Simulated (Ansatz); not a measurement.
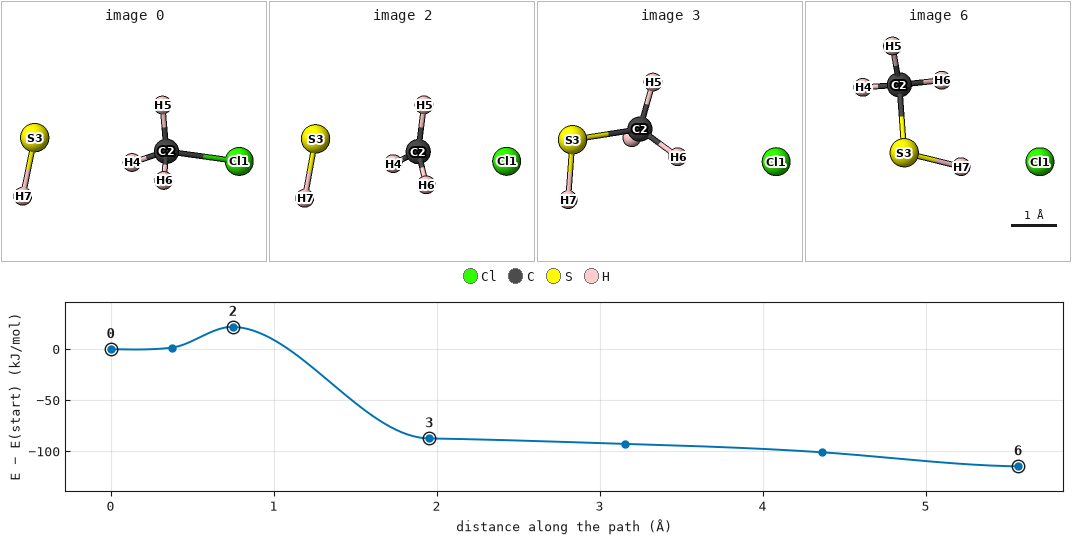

A search for the minimum-energy path of CH4ClS (charge −1), made up of CH3Cl and HS by the nudged elastic band. Images are numbered from 0 (start) to 6 (end). Style: ball-and-stick. Shown at a tilt.

Computed with RKS PBE0-D4/def2-SVPD (Ansatz 0.2.0).

Input
```yaml
crystal:
  periodic: [false, false, false]
  atoms:
    - {symbol: Cl, position_ang: [-1.357673, 0.942781, 2.075105]}
    - {symbol: C, position_ang: [-0.513157, 0.171460, 0.657216]}
    - {symbol: S, position_ang: [1.055734, -1.122437, -1.902613]}
    - {symbol: H, position_ang: [-0.648397, 0.804222, -0.211952]}
    - {symbol: H, position_ang: [-0.956264, -0.802933, 0.487145]}
    - {symbol: H, position_ang: [0.539139, 0.070552, 0.895273]}
    - {symbol: H, position_ang: [1.880517, -0.063544, -2.000175]}
basis:
  gaussian: {orbitals: def2-SVPD}
total_charge: -1
hamiltonian: {xc: pbe0, dispersion: d4}
neb:
  images: 5
  climbing: immediate
  max_iterations: 60
  initial_path: idpp
  final_atoms:
    - {symbol: Cl, position_ang: [0.898053, 1.919388, 1.819956]}
    - {symbol: C, position_ang: [-0.557392, -0.596920, -0.348736]}
    - {symbol: S, position_ang: [1.074568, -0.076219, -0.935478]}
    - {symbol: H, position_ang: [-1.334389, -0.344869, -1.073298]}
    - {symbol: H, position_ang: [-0.578736, -1.672477, -0.161920]}
    - {symbol: H, position_ang: [-0.743993, -0.060468, 0.584169]}
    - {symbol: H, position_ang: [1.241790, 0.831666, 0.115308]}
```

Command:
```bash
ansatz run in.yaml --threads 2 --pin off --events-out ev --progress --plain --max-ram 4352MiB
```

### What happens along the path, and what is the barrier?

Breaking: Cl1–C2 (1.82 → 2.20 at the top → 3.63 Å). Forming: C2–S3 (3.27 → 2.56 at the top → 1.81 Å). Forward barrier 21.8 kJ/mol, backward barrier 136.4 kJ/mol, with image 2 at the top; the reaction energy is −114.5 kJ/mol. The band converged in 10 iterations. The largest component of the band force went from 2.7 to 0.044 eV/Å. The climbing image converged on the top of the path. Its curvatures weren't checked. The largest force component is 0.29 eV/Å at the start and 0.22 eV/Å at the end; an end with forces this large is no minimum, and the barrier measured from it can be far off.

Limits of the set-up: the start holds two separate molecules, 3.1 Å apart at their closest, whose relative position is a soft coordinate.
